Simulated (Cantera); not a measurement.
A closed system holds: 1 mol Si, 2.3 mol HCl, 17 mol H2, equilibrated at 1225 °C.

Cantera equilibrium calculation (NASA polynomials, part measured and part estimated; ideal gas, pure solids and liquids). Candidate condensed phases: Si; 19 gas species. The tables' values for SiCl3 are old estimates; treat these amounts as uncertain. Gases not in the tables: Si2H6 and higher silanes. Equilibrium is a limit: real reactors are often held back by kinetics, nucleation or transport.

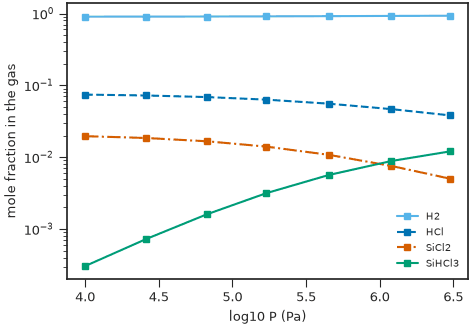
Figure. Equilibrium gas composition (values under 1e-9 drawn at 1e-9)

### Question
Read off the mole fractions at 30.0 bar.

### Answer
H2 about 0.93, HCl about 0.038, SiHCl3 about 0.012, SiCl2 about 0.0050.
